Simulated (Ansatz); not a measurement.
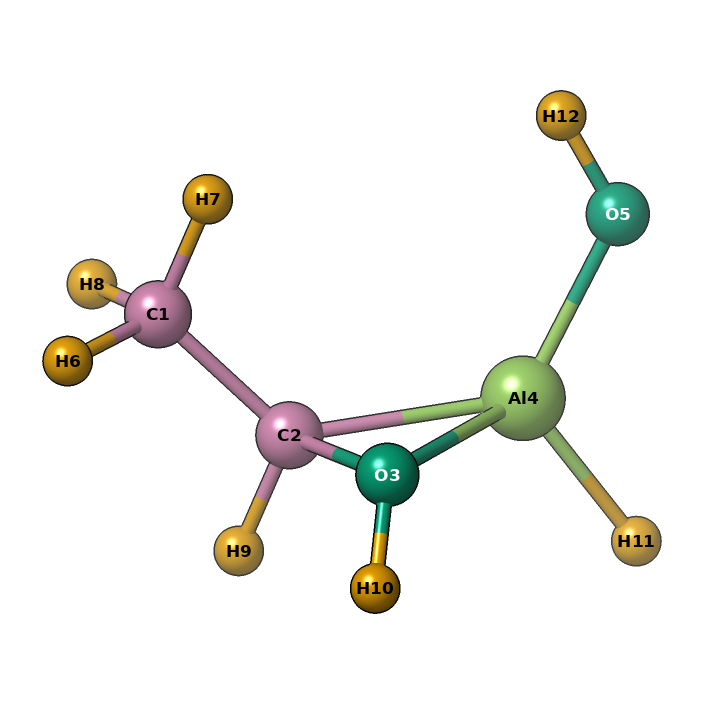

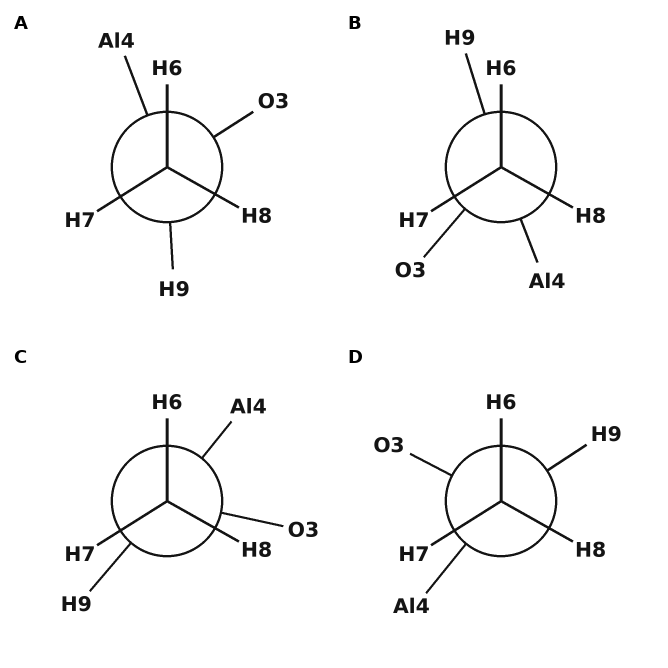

Atoms fade into the background with distance from the viewer. Bonds that would overlap in a projection are set slightly apart. Computed geometry: PBE-D4/def2-SVP optimisation. No frequency run is at hand to confirm it as a minimum.

> Which Newman projection shows the view along C1–C2, with C1 in front?

D. The torsion angle H6–C1–C2–Al4 is −141°, anticlinal.
